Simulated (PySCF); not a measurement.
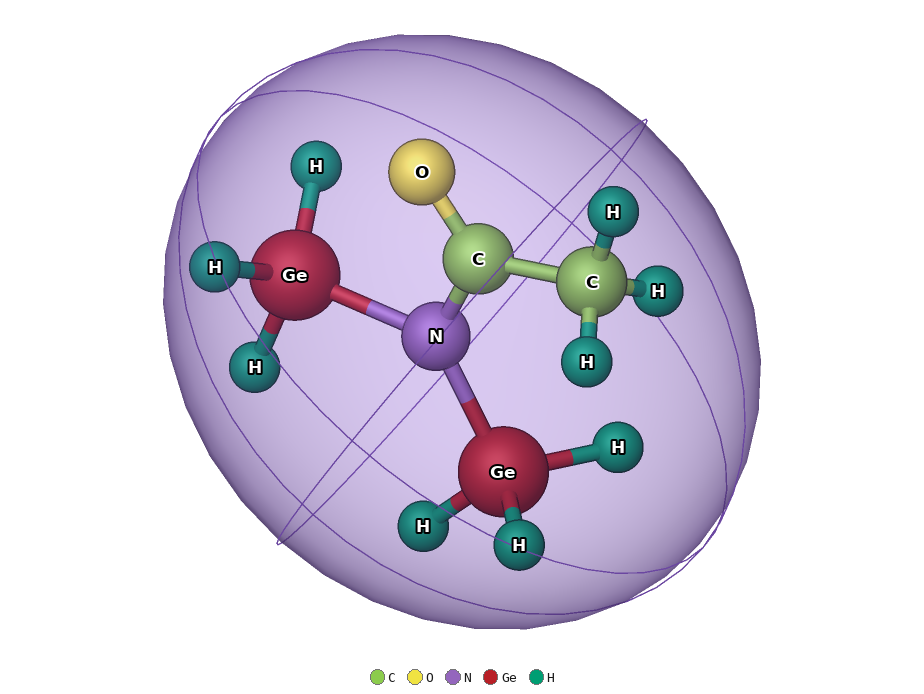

The ellipsoid shows the static dipole polarisability: its half-axes are proportional to the principal values. The geometry was computed by an optimisation with GFN2-xTB. No frequency run is at hand to confirm it as a minimum. Level of theory: PBE0/def2-SVPD (PySCF 2.14.0).

Question: Give the principal values, the mean and the anisotropy.

Answer: Principal values 74.6, 99.4, 103.0 bohr³; mean 92.3 bohr³ (13.68 Å³); anisotropy 26.8 bohr³, so the longest axis is 1.38 times the shortest.

The geometry is semi-empirical. Around Ge such bond lengths and angles can be off by a tenth of an ångström or more and by several degrees, and values that hang on the shape move with them.
